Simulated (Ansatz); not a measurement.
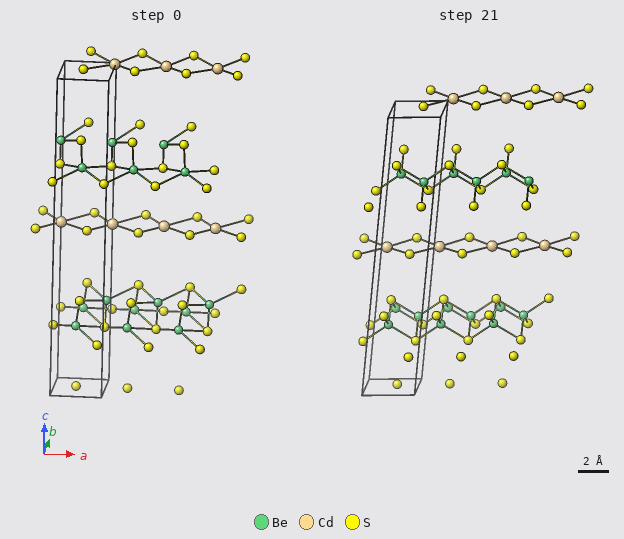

The structure of a crystal of Be₂CdS₃ (a generated structure, set up in P1) (coarse preliminary run) before (left) and after (right) a relaxation, at one scale.

Style: ball-and-stick. Shown: the cell of the calculation, repeated 3 × 1 × 1 with one cell outlined, from a free direction.

All numbers below come from Ansatz 0.2.0, DFT PBE, scalar-relativistic, plane waves, PAW. Set-up: plane-wave cutoff 420 eV; k-point mesh 6 × 6 × 1; occupations gaussian; smearing width 0.2 eV; no spin polarisation; cell and atoms relaxed; force threshold 0.025 eV/Å; at most 60 steps.

What changed between the two?

Answer. The run was cut off at its time limit before the program reported convergence, but its last step already meets the force threshold: the largest component is 0.0098 eV/Å against 0.025 eV/Å. The pressure is within 0.01 GPa of its target. The energy falls by 7.040 eV per cell of the calculation in 19 accepted moves (21 points after the start). The largest force component goes from 5.9 to 0.0098 eV/Å. Pressure: 6.58 GPa at the start and 0.00 GPa at the end. The line search rejected the trial steps at points 11, 15 of the run. The largest move relative to the cell is that of a Be atom, 1.54 Å roughly along [3 −1 1]. Largest moves by element: Be 1.54 Å, S 1.03 Å, Cd 0.69 Å. The drawn cell changes as follows: a 3.510 → 3.600 Å (+2.6 %), b 3.408 → 3.599 Å (+5.6 %), c 22.930 → 20.814 Å (−9.2 %), α 89.2° → 96.0°, β 88.7° → 81.1°, γ 88.2° → 90.0°; the volume changes by −3.3 %. Near-neighbour distances that change, for instance: Be–S 3.953 → 2.150 Å, Be–S 2.437 → 4.191 Å, Be–S 3.848 → 2.151 Å, Be–S 2.507 → 4.189 Å. New bonds form: Be–S (3.73 → 2.15 Å), Be–S (3.85 → 2.15 Å), Be–S (3.95 → 2.15 Å). Bonds break: Be–S (2.44 → 4.19 Å). Among the angles between lasting bonds that change: S–Be–S 86.8° → 113.7°, Be–S–Be 86.8° → 113.7°, Be–S–Be 89.1° → 113.8°. The space group stays P1 (No. 1). The run took 7.3 min on 1 thread of Intel(R) Xeon(R) Platinum 8488C (Sapphire Rapids) (shared host), peak memory 0.64 GiB.
